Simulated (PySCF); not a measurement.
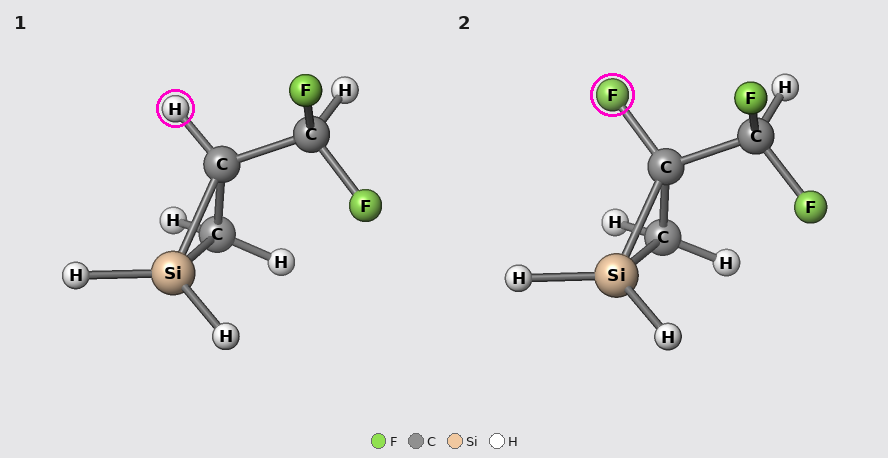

2 molecules with one skeleton, seen from the same side and at one scale; the atom that differs is circled. Charge 0, singlet. Computed geometries: PBE0-D3(BJ)/def2-SVP optimisations, one conformation each. Properties computed with PySCF 2.14.0.

One atom differs, called X below: H in panel 1, F in panel 2. Their formulas are C3H6F2Si (`FC(F)[C@H]1C[SiH2]1`), C3H5F3Si (`FC(F)[C@@]1(F)C[SiH2]1`).

In which is the length of X–C larger (PBE0-D3(BJ)/def2-SVP)?

In panel 2 (X = F).

In which is the GIAO shielding of the C bonded to X larger (PBE0/IGLO-III)?

In panel 1 (X = H).

Give the values. With PBE0-D3(BJ)/def2-SVP: length of X–C (Å), angle Si–C–X (°). With PBE0/IGLO-III: dipole moment (D), HOMO energy (Kohn–Sham orbital) (eV), HOMO–LUMO gap (eV), Hirshfeld charge of X (e), GIAO shielding of the C bonded to X (ppm).

```tsv
quantity	1 (H)	2 (F)	2 − 1
length of X–C (Å)	1.096	1.367	+0.271
angle Si–C–X (°)	116.3	120.2	+3.9
dipole moment (D)	2.12	2.03	−0.09
HOMO energy (Kohn–Sham orbital) (eV)	−7.26	−7.39	−0.13
HOMO–LUMO gap (eV)	7.34	7.20	−0.14
Hirshfeld charge of X (e)	0.05	−0.10	−0.15
GIAO shielding of the C bonded to X (ppm)	169.8	97.5	−72.3
```
